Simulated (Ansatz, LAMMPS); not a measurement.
## Relaxing glassy 64SiO2-18MgO-9Li2O-9K2O (mol %) (155 atoms)

Wanted: the relaxed structure of glassy 64SiO2-18MgO-9Li2O-9K2O (mol %) (155 atoms) and its electronic structure.

Method: Kohn-Sham DFT, PBE, PAW (set soft_2), plane waves, in Ansatz 0.2.0.

### 1. The starting structure

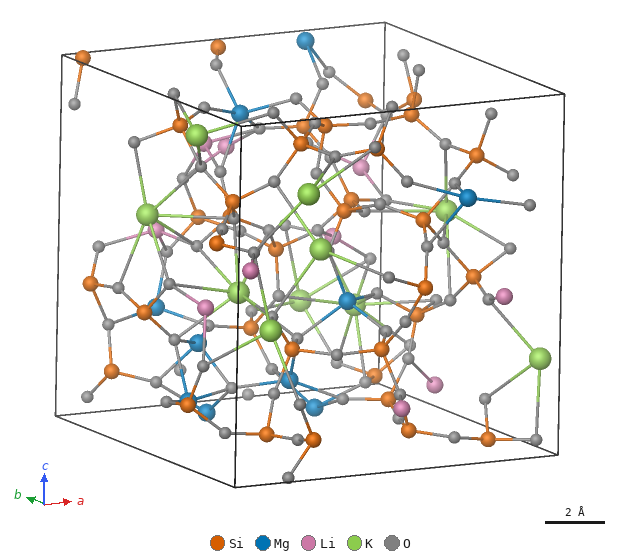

Start, viewed slightly off an axis; silicon orange, magnesium blue, lithium pink, potassium green, oxygen grey. Bonds to atoms that aren't drawn are left out.

The cell holds 155 atoms: 35 Si, 10 Mg, 10 Li, 10 K and 90 O. Its edges and angles: a = 12.664 Å, b = 12.664 Å, c = 12.664 Å, α = 90.0°, β = 90.0°, γ = 90.0°. 155 atoms (35 Si, 10 Mg, 10 Li, 10 K, 90 O) placed at random at 2.4 g/cm³, melted at 4000 K for 10 ps at fixed volume with the Morse and Coulomb pair potential with partial charges (Pedone, Malavasi, Menziani, Cormack and Segre, J. Phys. Chem. B 110, 11780 (2006)). Quenched from 4000 K to 300 K at 50 K/ps and fixed volume, held 10 ps at zero pressure.

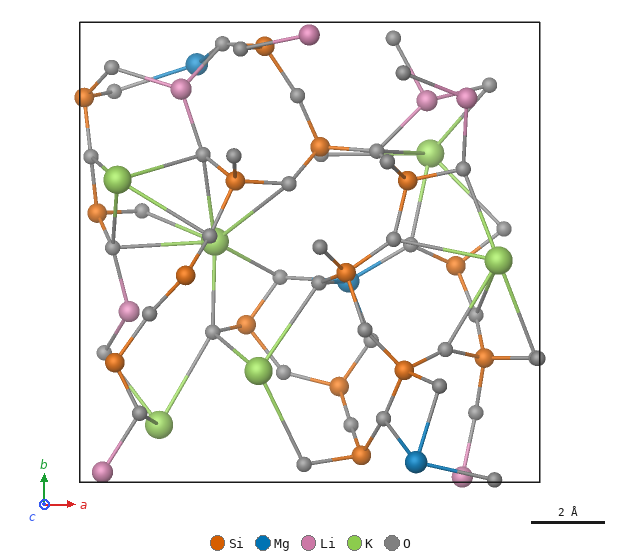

A slice 6 Å thick through the middle of the cell. Bonds to atoms that aren't drawn are left out.

Before any run, some limits are plain. The quench rate of 50 K/ps is many orders above laboratory rates, so the cell is likely richer in defects and strain than a real sample. The network of bonds at the start is that of the classical potential that made the cell. The Brillouin zone is sampled at Γ only, in a cell whose shortest periodic width is 13 Å.

### 2. Single point at the start

A single point comes first, to see the forces before anything moves.

input.yaml reads:

```yaml
crystal:
  lattice:
    - [12.66431, 0.0, 0.0]
    - [0.0, 12.66431, 0.0]
    - [0.0, 0.0, 12.66431]
  atoms:
    - { symbol: Si, position: [0.6429, 0.8013, 0.7841] }
    - { symbol: Si, position: [0.5639, 0.20836, 0.29076] }
    - { symbol: Si, position: [0.05803, 0.79709, 0.15858] }
    - { symbol: Si, position: [0.87971, 0.27029, 0.45115] }
    [... 145 atom lines left out ...]
    - { symbol: O, position: [0.6687, 0.69707, 0.71525] }
    - { symbol: O, position: [0.51086, 0.61199, 0.90984] }
    - { symbol: O, position: [0.2679, 0.71266, 0.50332] }
    - { symbol: O, position: [0.8072, 0.46398, 0.99113] }
    - { symbol: O, position: [0.45487, 0.64914, 0.54259] }
    - { symbol: O, position: [0.79488, 0.2889, 0.54944] }
kpoints:
  mp_grid: { grid: [1, 1, 1] }
hamiltonian:
  xc: pbe
scf:
  occupations: { method: fixed }
output:
  forces: true
  stress: true
  populations: true
  dos:
    method: { smearing: { sigma: 0.15 } }
    de: 0.1
    projected: { site_lists: { K: [K], Li: [Li], Mg: [Mg], O: [O], Si: [Si] } }
  eigenvalues: true
```

Command:

```bash
$ ansatz run input.yaml --threads 4 --pin off --max-ram 8192MiB --backend cpu --events-out ev --progress --plain --runs-dir out
```

Run time: 35 s. Hardware: 4 threads of Intel Xeon Platinum 8488C (Sapphire Rapids), shared host; peak memory 3.4 GiB.

The run gave:

| Item | Value |
| --- | --- |
| free energy | -110147.5444 eV |
| free energy per atom | -710.6293 eV/atom |
| SCF cycles | 10 |
| pressure | 5.219 GPa |
| r.m.s. force component | 1.404 eV/Å |
| longest force | 6.409 eV/Å |
| Fermi energy | 4.745 eV |
| gap (highest filled to lowest empty level) | 2.862 eV |
| spilling of the projection | 0.01135 |

The r.m.s. force component of 1.4 eV/Å and the pressure of 5.2 GPa set the starting point.

Length of the force by element:

```csv
element,coordination,atoms,mean length of the force (eV/Å),spread,least,most
K,all,10,0.585,0.177,0.250,0.898
Li,all,10,0.709,0.455,0.139,1.88
Mg,all,10,1.14,0.773,0.237,2.88
O,all,90,2.08,1.20,0.284,6.41
Si,all,35,2.98,1.27,1.07,6.09
```

### 3. Relaxation

With the cell held, the atoms are moved downhill towards a nearby minimum.

input.yaml, the sections that differ from step 2:

```yaml
output:
  forces: true
relax:
  f_tol: 0.05
  max_steps: 143
# crystal, kpoints, hamiltonian, scf: as in step 2
```

The job ended after 7.3 min (4 threads; peak memory 3 GiB).

Relaxation path (22 of 23):

```csv
step,energy less that of the first step (eV),largest force component (eV/Å)
1,0.0000,5.5382
2,-7.4613,3.0296
3,-12.4237,0.8174
4,-13.1747,0.6261
5,-13.6438,0.3600
6,-13.9110,0.2864
7,-14.0836,0.3109
8,-14.1702,0.2636
9,-14.2367,0.2052
10,-14.2867,0.2290
11,-14.3618,0.2361
13,-14.4704,0.2920
14,-14.5379,0.2638
15,-14.6106,0.4160
16,-14.6771,0.3736
17,-14.7225,0.2019
18,-14.6341,0.5201
19,-14.7663,0.1483
20,-14.7306,0.2867
21,-14.7831,0.0731
22,-14.7809,0.0640
23,-14.7883,0.0254
```

Relaxation steps 18, 20, 22 were tried and not accepted.

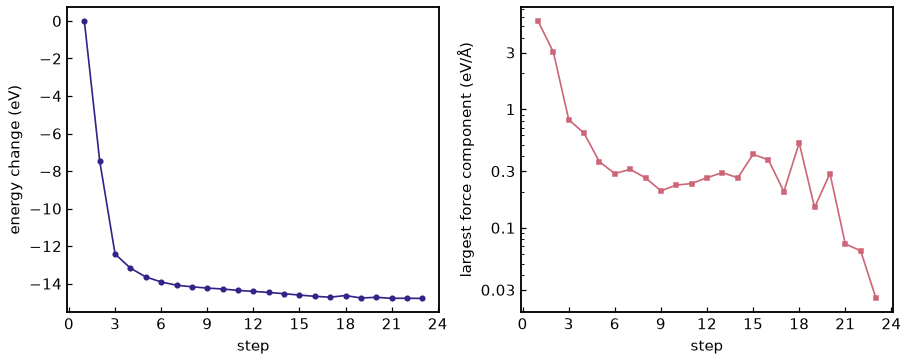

Energy and largest force along the relaxation.

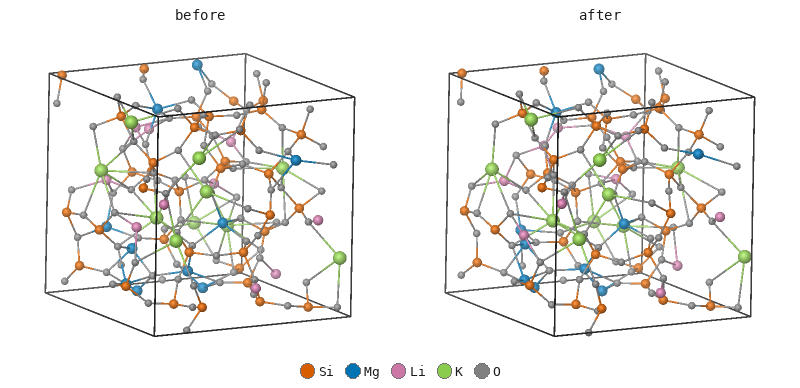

Before and after, at one scale. Bonds to atoms that aren't drawn are left out.

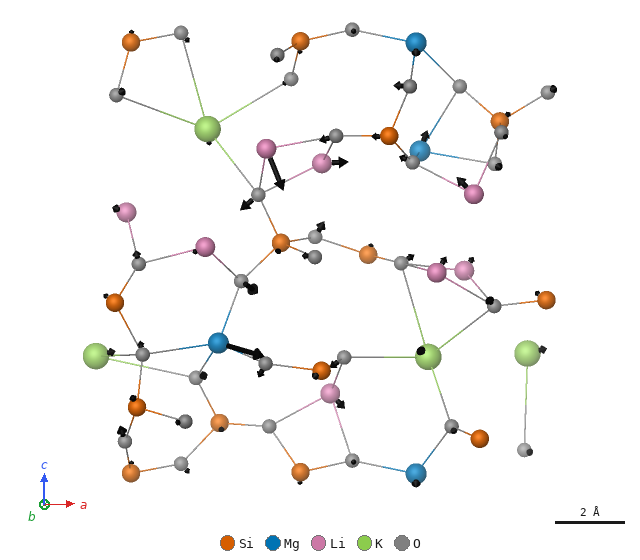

Displacements in the relaxation, scaled; the longest in the cell stands for 1.46 Å. Drawn is a slice 4 Å thick, seen along the normal of the ac plane.

The atoms that moved most (Å):

```csv
atom,dx,dy,dz,length
Mg39,1.266,0.586,-0.419,1.457
Li46,0.420,-0.263,-1.063,1.173
Li52,-0.802,0.017,-0.399,0.896
O67,0.471,0.561,-0.362,0.817
K56,-0.284,0.564,-0.014,0.632
Li51,0.550,-0.018,0.028,0.551
O132,-0.418,0.003,-0.354,0.547
O136,-0.321,0.440,-0.016,0.545
```

The relaxation changed the energy by -95.4 meV/atom, and atoms moved by 0.33 Å r.m.s., 1.5 Å at most.

### 4. Structure statistics after relaxation

Bonds before and after, by the cutoffs listed below:

```csv
pair,bonds before,bonds after,mean before (Å),mean after (Å),spread before (Å),spread after (Å)
O-Si,140,140,1.617,1.639,0.054,0.032
O-K,60,52,2.850,2.783,0.158,0.162
O-Li,36,37,2.104,2.000,0.168,0.141
O-Mg,44,44,2.100,2.042,0.146,0.094
```

Density 2.56 g/cm³, 13.10 Å³ an atom.

g(r), total and by pair (bins of 0.2 Å):

```csv
r (Å),total,O-O,O-Si,O-K,O-Li,O-Mg,Si-Si
1.50,0.49,0.00,1.86,0.00,0.00,0.00,0.00
1.70,3.02,0.00,11.51,0.00,0.00,0.00,0.00
1.90,0.67,0.00,0.00,0.00,5.44,3.54,0.00
2.10,0.58,0.00,0.00,0.00,2.29,5.47,0.00
2.30,0.09,0.00,0.00,0.00,0.68,0.51,0.00
2.50,0.54,1.13,0.00,0.97,0.00,0.14,0.00
2.70,1.96,4.80,0.00,2.73,0.12,0.13,0.00
2.90,0.73,0.92,0.06,2.02,0.64,0.32,1.22
3.10,1.04,0.93,0.32,0.73,0.74,0.47,4.43
3.30,0.94,0.84,0.68,1.07,1.25,0.17,1.39
3.50,1.02,0.88,1.11,0.95,0.79,1.47,0.00
3.70,0.99,0.60,1.39,0.92,1.30,1.12,0.28
3.90,0.95,0.51,1.53,0.77,1.00,1.18,0.26
4.10,1.19,0.61,2.21,0.86,1.01,1.39,0.62
4.30,1.20,0.90,1.54,1.17,1.32,1.80,1.36
4.50,0.92,0.78,0.73,1.20,1.20,1.60,1.25
4.70,0.91,1.08,0.68,0.85,0.85,1.34,1.20
4.90,1.11,1.65,0.80,1.04,0.64,0.75,0.94
5.10,1.04,1.36,0.68,1.34,0.96,0.62,1.17
5.30,1.00,1.26,0.65,1.29,0.55,0.96,1.47
5.50,0.90,1.00,0.78,0.95,0.92,0.65,1.00
5.70,0.94,0.86,1.04,0.77,0.94,0.66,1.22
5.90,0.95,0.79,1.21,0.70,1.24,0.93,0.72
6.10,1.01,0.92,1.08,1.02,1.08,1.06,0.71
```

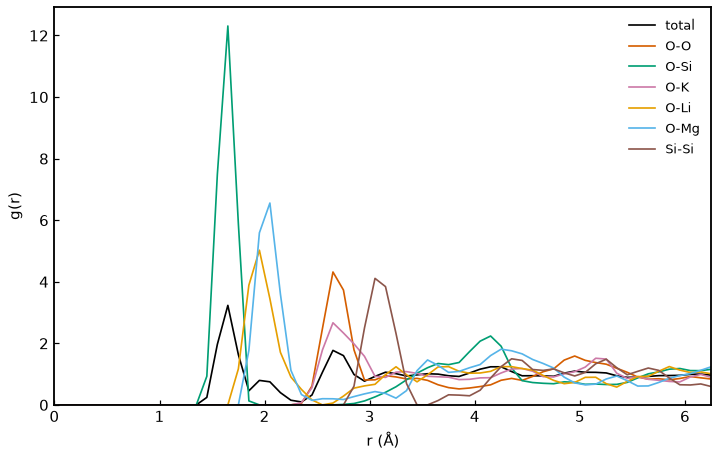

Pair distribution functions, lightly smoothed.

Bonds by pair of elements; cutoffs follow the first minimum of g(r), held within bounds set by covalent radii, and pairs that aren't listed don't count as bonded:

```csv
pair A-B,cutoff (Å),bonds,mean length (Å),spread (Å),shortest (Å),B about A,A about B
O-Si,2.08,140,1.64,0.032,1.57,1.56,4
O-K,3.15,52,2.78,0.162,2.50,0.578,5.2
O-Li,2.58,37,2,0.141,1.81,0.411,3.7
O-Mg,2.48,44,2.04,0.094,1.91,0.489,4.4
```

How many atoms have how many bonded neighbours:

```csv
element,mean,2,3,4,5,6,7
K,5.2,0,0,3,3,3,1
Li,3.7,0,3,7,0,0,0
Mg,4.4,0,0,6,4,0,0
O,3.03,20,47,23,0,0,0
Si,4,0,0,35,0,0,0
```

Bond angles, per cent of each kind in bins of 5°:

```csv
angle (°),O-Si-O,O-K-O,K-O-Si,O-Mg-O,Si-O-Si
50–55,0.0,4.4,0.0,0.0,0.0
55–60,0.0,8.8,0.0,0.0,0.0
60–65,0.0,1.8,0.0,0.0,0.0
65–70,0.0,3.5,0.0,0.0,0.0
70–75,0.0,5.3,1.3,4.0,0.0
75–80,0.0,7.0,2.6,1.3,0.0
80–85,0.0,7.0,2.6,10.5,0.0
85–90,0.0,3.5,4.0,11.8,0.0
90–95,0.0,4.4,10.5,14.5,0.0
95–100,3.3,1.8,22.4,7.9,0.0
100–105,15.2,6.1,13.2,6.6,0.0
105–110,32.4,5.3,9.2,9.2,0.0
110–115,36.7,7.0,4.0,7.9,0.0
115–120,11.0,2.6,5.3,1.3,0.0
120–125,1.4,4.4,11.8,2.6,5.9
125–130,0.0,6.1,5.3,2.6,13.7
130–135,0.0,3.5,2.6,1.3,19.6
135–140,0.0,0.9,0.0,2.6,15.7
140–145,0.0,7.0,2.6,1.3,11.8
145–150,0.0,3.5,2.6,2.6,7.8
150–155,0.0,2.6,0.0,6.6,5.9
155–160,0.0,1.8,0.0,2.6,3.9
160–165,0.0,1.8,0.0,0.0,5.9
165–170,0.0,0.0,0.0,0.0,7.8
170–175,0.0,0.0,0.0,1.3,2.0
175–180,0.0,0.0,0.0,1.3,0.0
```

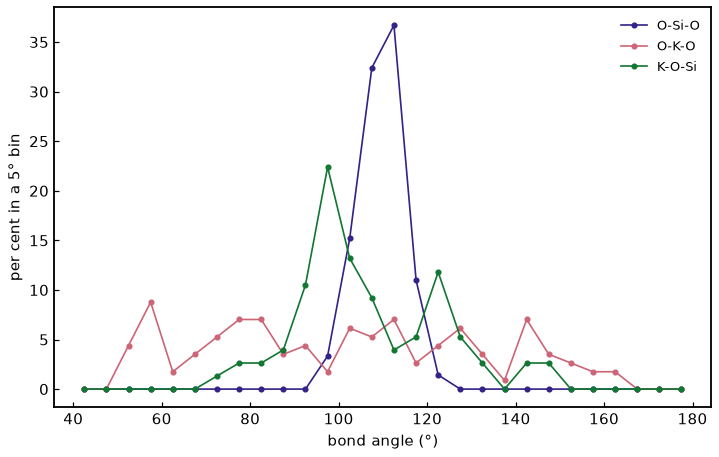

Distributions of the most common bond angles.

Bond angles (no mean is given where the spread exceeds 20°):

```csv
angle,count,mean (°),spread (°)
O-Si-O,210,109,5.1
O-K-O,114,-,-
K-O-Si,76,107,16.1
O-Mg-O,76,-,-
Si-O-Si,51,142,13.8
```

Oxygen atoms by the number of network formers (Si, P, Ge, B, Al, As, Ga) bound to them:

```csv
network formers bound to O,O atoms,per cent
0,1,1.1
1,38,42.2
2,51,56.7
```

Network units: each former by its oxygen neighbours and how many of them bridge to another former:

```csv
former,O neighbours,bridging O,atoms
Si,4,1,2
Si,4,2,10
Si,4,3,12
Si,4,4,11
```

Bond length by coordination (bonds to H left out):

```csv
element,coordination,atoms,mean bond length (Å)
K,4,3,2.78
K,5,3,2.77
K,6,3,2.77
K,7,1,2.83
Li,3,3,1.95
Li,4,7,2.02
Mg,4,6,2.01
Mg,5,4,2.08
O,2,20,1.65
O,3,47,1.96
O,4,23,2.12
```

Rings of the network by King's shortest-path rule, up to 12 atoms, one path for each pair of neighbours; H, halogens, alkali and alkaline-earth atoms are left out, and the last column divides by all other atoms, bonded or not:

```csv
ring size (atoms),rings,per network atom
8,1,0.008
10,5,0.04
12,3,0.024
```

First main peaks of g(r), for some of the pairs, lie near 2.7 Å (O-O), 1.6 Å (O-Si), 2.7 Å (O-K), 1.9 Å (O-Li), 2.0 Å (O-Mg) and 3.1 Å (Si-Si). Counting bonds as in the table, 70 % of Li atoms have 4, 60 % of Mg atoms have 4 and 52 % of O atoms have 3 bonded neighbours. The O-Si-O angle averages 109° with a spread of 5°. 57 % of the oxygens bridge two formers (Si) and 42 % are non-bridging; 1 % join none. The commonest Si unit has 4 oxygens, 3 of them shared with other formers (12 of 35 atoms). Rings of 10 atoms are the most common (56 % of those counted); sizes run from 8 to 12, where the search stops.

(Continued in part 2 of 2.)

[Logs are printed without paths, hosts, clocks, repeated set-up lines and the standing remarks that a program may print on its own settings, such as how far it seeks lower states.]

[Hosts, paths, dates, database ids (printed as entryN), source tags and the programs' standing remarks are cut or masked in the printed files.]
